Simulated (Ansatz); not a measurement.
# SnSe (SMILES [Se][Sn]) at B3LYP/STO-3G

Aim: the electronic atomisation energy of SnSe at B3LYP/STO-3G, from 3 runs. 

The results are computed with Ansatz 0.2.0.

### Step 1. The structure to begin with

The species is SnSe (2 atoms), meant as a singlet with charge 0. SMILES: `[Se][Sn]`. The coordinates come from a PBE0-D4/def2-TZVP relaxation.

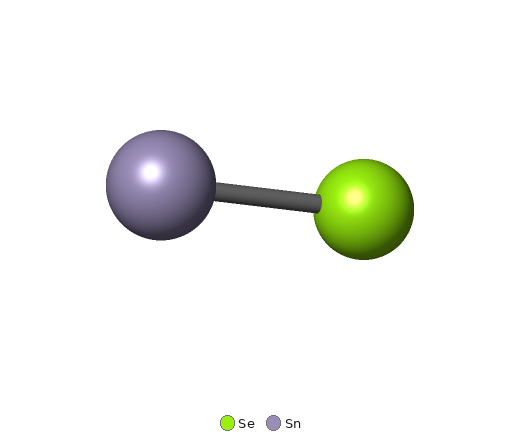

Viewed from a chosen angle; selenium green, tin purple.

### Step 2. A single-point energy at B3LYP/STO-3G

The input, input.yaml:

```yaml
crystal:
  periodic: [false, false, false]
  atoms:
    - symbol: Se
      position_ang: [0.000000, -0.000000, 0.006530]
    - symbol: Sn
      position_ang: [-0.000000, 0.000000, 2.331810]
basis:
  gaussian:
    orbitals: STO-3G
magnetization:
  spin_polarized: false
  initial_magnetization: 0
hamiltonian:
  xc: {name: B3LYP}
accuracy: high
```

Launch:

```console
$ ansatz run input.yaml --threads 1 --pin off --max-ram 3480MiB --events-out events.jsonl --progress --plain --runs-dir runs
```

The log of the run:

```text
Warning: RAYON_NUM_THREADS=1 ignored (pool sized by the plan → 1); use --threads N
Functional definition: B3LYP
  name "B3LYP"
  parameter a0 = 0.2
  parameter ax = 0.72
  parameter ac = 0.81
  exchange = (1 - a0 - ax)*slater_x + ax*b88_x + a0*exact_x
  correlation = (1 - ac)*vwn_rpa_c + ac*lyp_c
711 factors; integrals over basis functions are off by at most 1.8e-8 eV
mean field evaluation 1: about -226945.1250 eV, gradient 2.1e1 eV
mean field evaluation 2: about -226904.7172 eV, gradient 8.3e1 eV
mean field evaluation 4: about -226948.4106 eV, gradient 9.8e-1 eV
mean field evaluation 8: about -226948.4110 eV, gradient 3.3e-2 eV
mean field evaluation 16: about -226948.4110 eV, gradient 9.6e-8 eV
mean field -226948.41095704 eV, -8340.2002715131 hartree, gradient 5.4e-9 eV, S^2 0.000000; 0 other end points of the search recorded, 0 dependent functions left out
reference -226948.41098348 eV, -8340.2002724850 hartree; 42, 42 occupied and 3, 3 virtual orbitals, 711 factors
Total energy: -226948.41098348 eV, -8340.2002724850 hartree
```

Wall time 2.4 s (1 thread of Arm Neoverse V1, shared host); peak memory 0.14 GiB.

### Step 3. The Se atom at the same level

The input, input.yaml:

```yaml
crystal:
  periodic: [false, false, false]
  atoms:
    - {symbol: Se, position_ang: [0.000000, 0.000000, 0.000000]}
basis:
  gaussian: {orbitals: STO-3G}
magnetization: {spin_polarized: true, initial_magnetization: 2}
hamiltonian: {xc: {name: B3LYP}}
accuracy: high
```

Run the same way, it converges to -2374.78029 Eh (log not shown).

### Step 4. The Sn atom

The input, input.yaml:

```yaml
basis:
  gaussian:
    orbitals: STO-3G
crystal:
  periodic: [false, false, false]
  atoms:
    - symbol: Sn
      position_ang: [0.000000, 0.000000, 0.000000]
magnetization:
  spin_polarized: true
  initial_magnetization: 2
hamiltonian:
  xc: {name: B3LYP}
accuracy: high
```

Run the same way, it converges to -5965.17871 Eh (log not shown).

### Step 5. Outcome

Level: B3LYP/STO-3G.

```
                     quantity           value
       molecule: total energy  -8340.20027 Eh
        Se atom: total energy  -2374.78029 Eh
                Se atom: ⟨S²⟩           2.000
        Sn atom: total energy  -5965.17871 Eh
                Sn atom: ⟨S²⟩           2.000
electronic atomisation energy        6.565 eV
```

Taking the molecule apart into free atoms costs 6.57 eV (151 kcal/mol), before zero-point energy and without spin-orbit coupling. In a minimal basis such a difference can be off by several eV, whatever the method. Relativity is left out (molecule) although the molecule holds a heavy atom. Relativity is left out (Sn atom) although the molecule holds a heavy atom.
